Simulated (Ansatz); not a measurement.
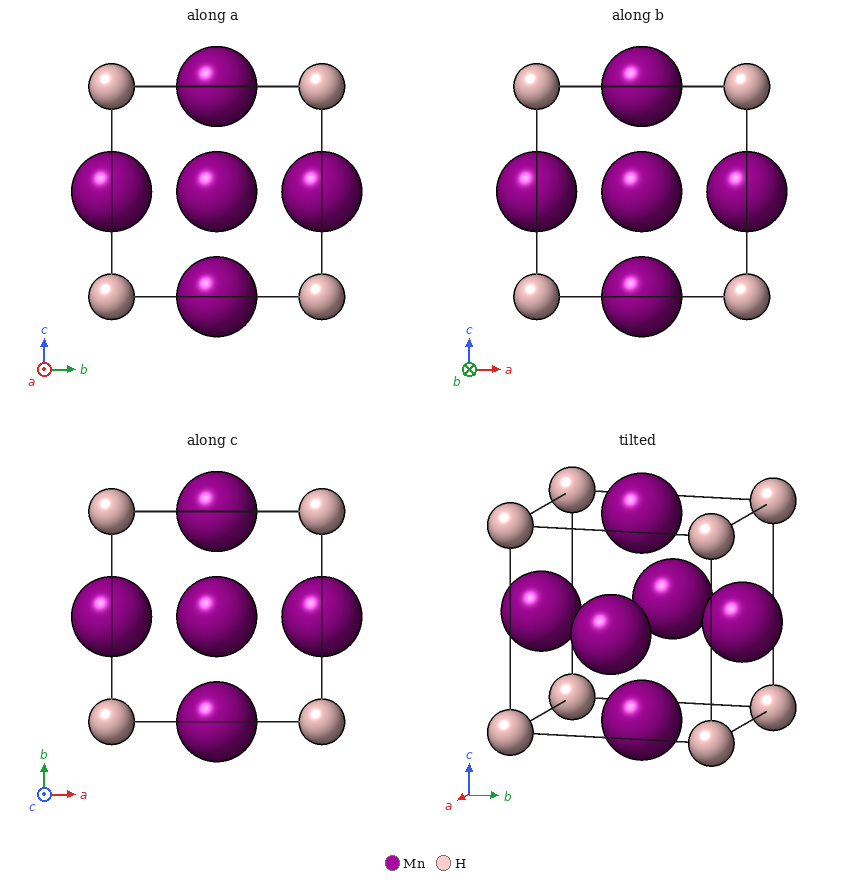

Spheres-only drawing of the structure, looking along the a axis, along the b axis, along the c axis and slightly off an axis. The wireframe shows the conventional unit cell.

Lattice parameters: a = 3.372 Å, b = 3.372 Å, c = 3.372 Å, α = 90.00°, β = 90.00°, γ = 90.00°.

**Record the structure as a table of Wyckoff sites.**

Space group Pm-3m (No. 221).
```csv
atom,site,x,y,z
Mn,3c,0.0000,0.5000,0.5000
H,1a,0.0000,0.0000,0.0000
```

It goes back to a structure type filled with these elements by a generator (whether the compound takes this form wasn't checked). Earlier steps of the study may have refined or changed the cell and positions. It was set up as input for a calculation with Ansatz.
